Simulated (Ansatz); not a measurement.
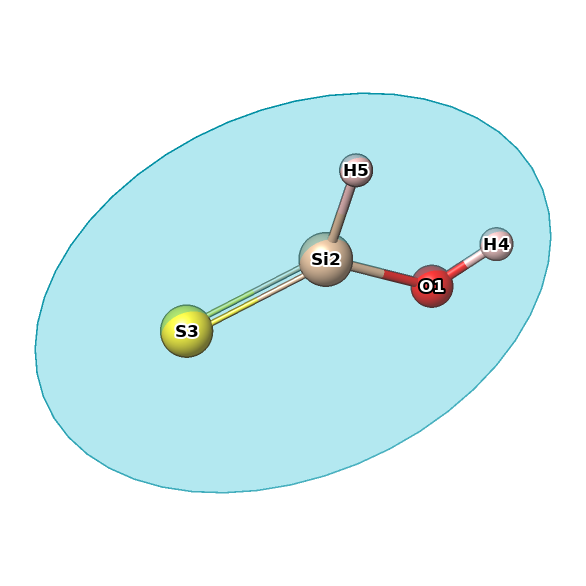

A disc through the centre of mass is drawn in. Distant atoms are faded towards the background colour. The geometry was computed by an optimisation with PBE0-D4/def2-TZVP. No frequency run is at hand to confirm it as a minimum.

Question: Is the plane of the disc a mirror plane of the structure?

Answer: Yes. The reflection leaves O1, Si2, S3, H4, H5 in place. The point group is Cs.
